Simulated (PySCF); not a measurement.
# C₃H₇CuF (charge +1): what the fields show

```yaml
atoms:
  - { symbol: C, position_ang: [-1.1615, -0.1394, 0.2447] }
  - { symbol: C, position_ang: [0.0372, 0.5918, -0.3112] }
  - { symbol: C, position_ang: [1.3707, -0.0426, -0.0634] }
  - { symbol: F, position_ang: [0.0183, 1.8760, 0.3690] }
  - { symbol: H, position_ang: [-1.0208, -0.3591, 1.3267] }
  - { symbol: H, position_ang: [-1.3140, -1.1224, -0.2275] }
  - { symbol: H, position_ang: [-2.1014, 0.4193, 0.0438] }
  - { symbol: H, position_ang: [-0.1072, 0.8487, -1.3707] }
  - { symbol: H, position_ang: [1.5222, -0.2607, 1.0043] }
  - { symbol: H, position_ang: [1.4359, -0.9875, -0.6230] }
  - { symbol: H, position_ang: [2.1797, 0.6130, -0.4132] }
  - { symbol: Cu, position_ang: [-1.5210, 1.7904, 1.6914] }
```

Geometry: PBE0-D3(BJ)/def2-SVP.

The calculation used DFT single point, gas phase, functional wB97X in PySCF 2.14.0, density-fitted response routines.

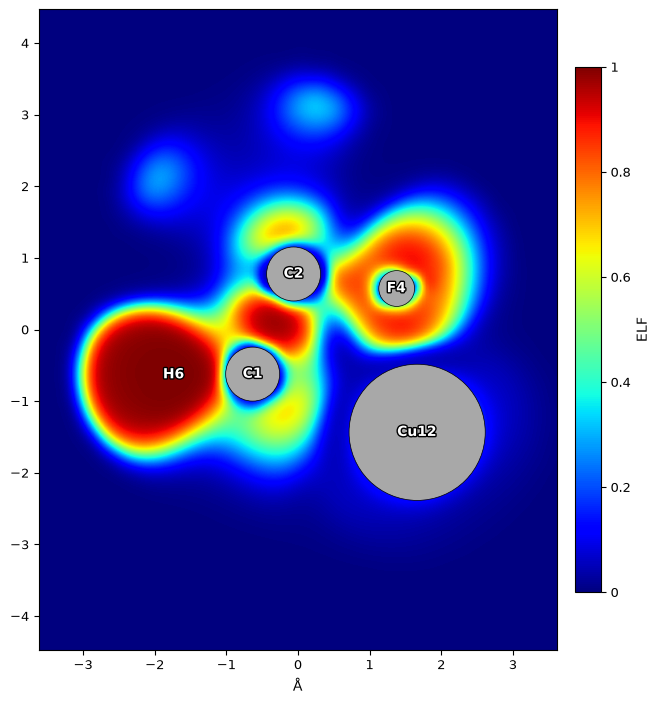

Figure 1. ELF on the plane of atoms C1, C2 and F4. Grey discs cover the atomic cores.

Describe what can be read from this map.

Answer. The section cuts through C, F, H and Cu sites.
C–F (1.45 Å): the ELF peaks at about 0.85 between the atoms; a shared but strongly polarised pair.
C–C (1.51 Å): the ELF peaks at about 0.95 between the atoms (a covalent bond).
Cu–F (2.03 Å): the ELF is about 0.05 at the midpoint.
C–Cu (2.44 Å): the ELF peaks at about 0.55 in the valence shell of C, 0.7 Å from its nucleus, and drops to about 0.05 between the two atoms.
C–H (1.10 Å): the ELF climbs to about 1 towards the hydrogen, as it does in any bond to H: an ordinary covalent bond to hydrogen.

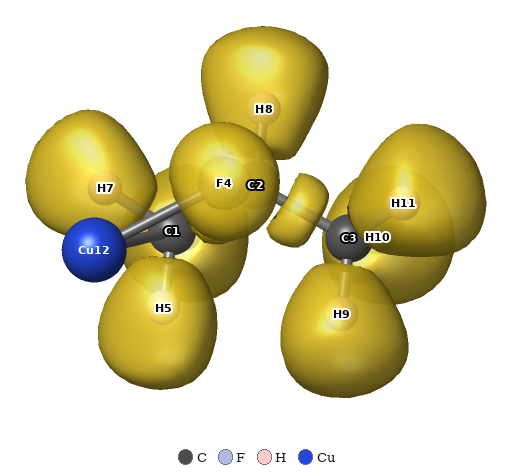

Figure 2. Isosurface of the ELF at 0.75 (yellow), seen from one side. Core shells and regions of very low density are left out.

Describe the localisation domains.

Answer. The surface consists of two regions between bonded C–C atoms (shared pairs), seven regions around hydrogen nuclei and one region on F in which the atom's valence shell and bonds are merged. Along the contacts the grid gives the following. C–C (1.50 Å): the ELF peaks at about 0.95 between the atoms, as expected for a covalent bond.
